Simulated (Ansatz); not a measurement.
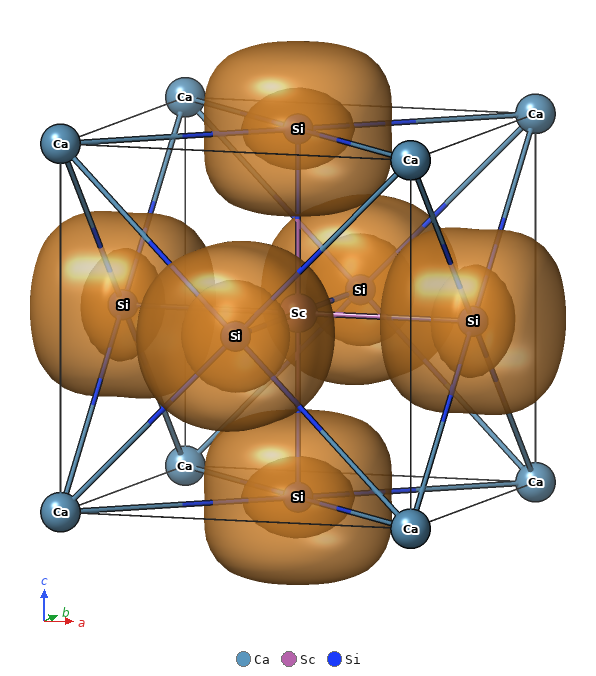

Figure. CaScSi₃. Isosurface of the ELF at 0.65 (orange), seen slightly off an axis. Core shells and regions of very low density are left out. Sticks mark near contacts.

Space group Pm-3m; a structure generated by program, which may or may not match a known phase; computed without spin polarisation.

Computed with DFT PBE, scalar-relativistic, plane waves, PAW in Ansatz 0.2.0.

In a PAW calculation such maps are meaningful between the atoms, not at the nuclei.

Where are the electrons localised?

At this value the surface marks out three regions wrapped around Si (the valence shell of each), counted in one cell of 5 atoms. Any copies at cell faces, edges or corners count once.

Values along the shortest contacts:
Sc–Si (2.49 Å): the ELF peaks at about 0.85 in the valence shell of Si, 0.9 Å from its nucleus, and is about 0.45 at the midpoint. Ca–Si (3.52 Å): the ELF peaks at about 0.75 in the valence shell of Si, 1.0 Å from its nucleus, and drops to about 0.05 between the two atoms.
